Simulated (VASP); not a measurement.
Band structure of AgCl (rock salt). Computed with RPBE GGA, VASP's PBE PAW potentials (set 64) (plane waves; VASP 6.6.1).

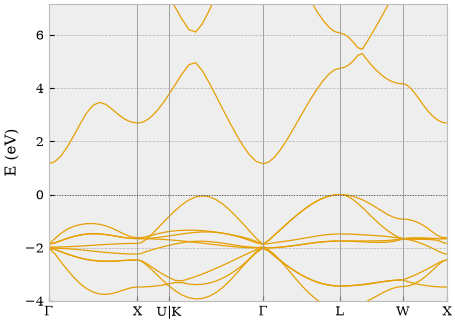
Bands along high-symmetry lines, zero at the valence-band maximum or, without a gap, the Fermi level

Read the plot: is there a gap, and where are the band edges?

The gap is indirect, 1.16 eV, from the valence maximum at L to the conduction minimum at Γ. (Edges off the drawn lines would not show.)

The compound is AgCl in the rock salt structure. It was relaxed first, which changed the volume by +12 %.
